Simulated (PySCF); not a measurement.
**C2H6AlCl (dimethylaluminum chloride): levels of theory compared**

We compute a comparison of 4 runs (B3LYP/cc-pVDZ, M06-2X/cc-pVDZ, r2SCAN/cc-pVDZ, revPBE/cc-pVDZ) of C2H6AlCl (dimethylaluminum chloride). Input form: a Python script.

The calculation is run with PySCF 2.14.0.

1 further run of the same task is left out (set aside as unsound or not needed).

## 1. The structure to begin with

C2H6AlCl: 10 atoms, total charge 0, spin state singlet. As SMILES, `[CH3][Al]([CH3])[Cl]`. The shape is that of a PBE0-D4/def2-TZVP optimisation.

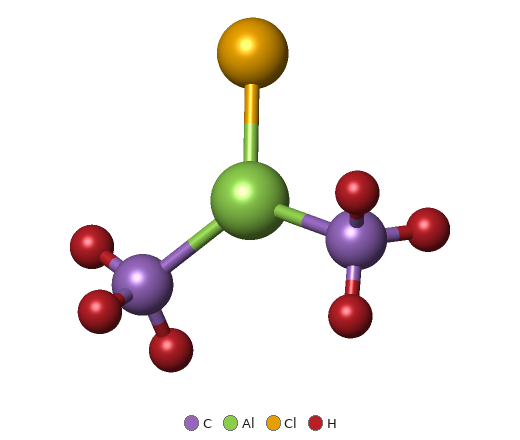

The structure, seen from a chosen angle (carbon purple, aluminium green, chlorine amber, hydrogen red).

## 2. A single-point energy at B3LYP/cc-pVDZ (run 1)

calc.py reads:

```python
from pyscf import gto, dft

molecule = gto.M(
    atom=[
    ('C', (-0.517700, 1.358200, -0.989200)),
    ('Al', (-0.252300, -0.446600, -0.322400)),
    ('C', (0.742200, -0.932200, 1.273500)),
    ('Cl', (-1.112300, -2.038200, -1.415400)),
    ('H', (-1.121400, 1.383800, -1.898300)),
    ('H', (-1.010200, 1.981400, -0.235400)),
    ('H', (0.443800, 1.835600, -1.206000)),
    ('H', (0.102400, -1.471200, 1.979300)),
    ('H', (1.158700, -0.063300, 1.788800)),
    ('H', (1.566900, -1.607500, 1.025200)),
],
    charge=0,
    verbose=3,
    max_memory=1860,
    basis='cc-pvdz',
)

mf = dft.RKS(molecule, xc='b3lyp')
mf.grids.level = 5
mf.conv_tol = 1e-10
mf.kernel()
if not mf.converged:
    mf = mf.newton().run(mf.mo_coeff, mf.mo_occ)

e_final = mf.e_tot
print('E = %.10f Eh' % e_final)
```

Run with:

```bash
$ OMP_NUM_THREADS=1 python calc.py
```

Standard output:

```text
converged SCF energy = -782.576924240238
E = -782.5769242402 Eh
```

It took 22 s on 1 thread of Intel Xeon at 2.70GHz, shared host; peak memory 0.48 GiB.

## 3. The energy at M06-2X/cc-pVDZ (run 2)

input.py reads:

```python
from pyscf import gto, dft

mol = gto.M(
    atom='''
C   -0.517700   1.358200  -0.989200
Al  -0.252300  -0.446600  -0.322400
C    0.742200  -0.932200   1.273500
Cl  -1.112300  -2.038200  -1.415400
H   -1.121400   1.383800  -1.898300
H   -1.010200   1.981400  -0.235400
H    0.443800   1.835600  -1.206000
H    0.102400  -1.471200   1.979300
H    1.158700  -0.063300   1.788800
H    1.566900  -1.607500   1.025200
''',
    spin=0,
    max_memory=1860,
    charge=0,
    basis='cc-pvdz',
    verbose=3,
)

ks = dft.RKS(mol, xc='m06-2x')
ks.grids.level = 5
ks.conv_tol = 1e-10
ks.kernel()
if not ks.converged:
    ks = ks.newton().run(ks.mo_coeff, ks.mo_occ)

energy = ks.e_tot
print(f'total energy: {energy:.8f} hartree')
```

Run with:

```bash
$ OMP_NUM_THREADS=1 python input.py
```

Standard output:

```text
converged SCF energy = -782.457547784116
total energy: -782.45754778 hartree
```

Wall time 36 s (1 thread of Intel Xeon at 2.70GHz, shared host); peak memory 0.53 GiB.

## 4. A single-point energy at r2SCAN/cc-pVDZ (run 3)

job.py reads:

```python
# [CH3][Al]([CH3])[Cl]
from pyscf import gto, dft

mol = gto.M(
    atom='''
C       -0.517700       1.358200      -0.989200
Al      -0.252300      -0.446600      -0.322400
C        0.742200      -0.932200       1.273500
Cl      -1.112300      -2.038200      -1.415400
H       -1.121400       1.383800      -1.898300
H       -1.010200       1.981400      -0.235400
H        0.443800       1.835600      -1.206000
H        0.102400      -1.471200       1.979300
H        1.158700      -0.063300       1.788800
H        1.566900      -1.607500       1.025200
''',
    basis='cc-pvdz',
    max_memory=1860,
    verbose=4,
)

ks = dft.RKS(mol)
ks.xc = 'r2scan'
ks.conv_tol = 1e-10
ks.grids.level = 5
ks.kernel()
if not ks.converged:
    ks = ks.newton().run(ks.mo_coeff, ks.mo_occ)

etot = ks.e_tot
print('E = %.10f Eh' % etot)
```

Run with:

```bash
$ OMP_NUM_THREADS=1 python job.py
```

Standard output:

```text
PySCF version 2.14.0

[... 81 lines left out ...]
converged SCF energy = -782.431256804514
E = -782.4312568045 Eh
```

Wall time 38 s (1 thread of Intel Xeon at 2.70GHz, shared host); peak memory 0.54 GiB.

## 5. A single-point energy at revPBE/cc-pVDZ (run 4)

run.py reads:

```python
from pyscf import gto, dft

system = gto.M(
    atom=[
    ('C', (-0.517700, 1.358200, -0.989200)),
    ('Al', (-0.252300, -0.446600, -0.322400)),
    ('C', (0.742200, -0.932200, 1.273500)),
    ('Cl', (-1.112300, -2.038200, -1.415400)),
    ('H', (-1.121400, 1.383800, -1.898300)),
    ('H', (-1.010200, 1.981400, -0.235400)),
    ('H', (0.443800, 1.835600, -1.206000)),
    ('H', (0.102400, -1.471200, 1.979300)),
    ('H', (1.158700, -0.063300, 1.788800)),
    ('H', (1.566900, -1.607500, 1.025200)),
],
    basis='cc-pvdz',
    spin=0,
    verbose=4,
    max_memory=1860,
)

ks = dft.RKS(system)
ks.xc = 'revpbe'
ks.conv_tol = 1e-10
ks.grids.level = 5
ks.kernel()
if not ks.converged:
    ks = ks.newton().run(ks.mo_coeff, ks.mo_occ)

e_tot = ks.e_tot
print('E(%s) = %.9f' % ('REVPBE', e_tot))
```

Run with:

```bash
$ OMP_NUM_THREADS=1 python run.py
```

Standard output:

```text
PySCF version 2.14.0

[... 82 lines left out ...]
converged SCF energy = -782.371050563046
E(REVPBE) = -782.371050563
```

Run time: 24 s. Hardware: 1 thread of Intel Xeon at 2.70GHz, shared host; peak memory 0.48 GiB.

## 6. The series

| run | level | energy (Eh) | dipole moment (D) | HOMO energy (eV) | LUMO energy (eV) | wall time |
| --- | --- | --- | --- | --- | --- | --- |
| 1 | B3LYP/cc-pVDZ | -782.576924 | 2.12 | -7.54 | -0.78 | 22 s |
| 2 | M06-2X/cc-pVDZ | -782.457548 | 2.20 | -8.95 | -0.02 | 36 s |
| 3 | r2SCAN/cc-pVDZ | -782.431257 | 2.18 | -6.81 | -1.04 | 38 s |
| 4 | revPBE/cc-pVDZ | -782.371051 | 2.10 | -6.45 | -1.27 | 24 s |

## 7. Outcome

| quantity | value |
| --- | --- |
| run 4: total energy | -782.37105 Eh |
| run 4: dipole moment | 2.10 D |
| run 4: HOMO energy | -6.45 eV |
| run 4: LUMO energy | -1.27 eV |
| run 4: HOMO–LUMO gap | 5.18 eV |

The dipole moment (its size) runs from 2.10 D (revPBE/cc-pVDZ) to 2.20 D (M06-2X/cc-pVDZ). The HOMO–LUMO gap runs from 5.18 eV (revPBE/cc-pVDZ) to 8.93 eV (M06-2X/cc-pVDZ). Totals of different functionals can't be ranked against each other. All runs together took 2 min, the longest 38 s.
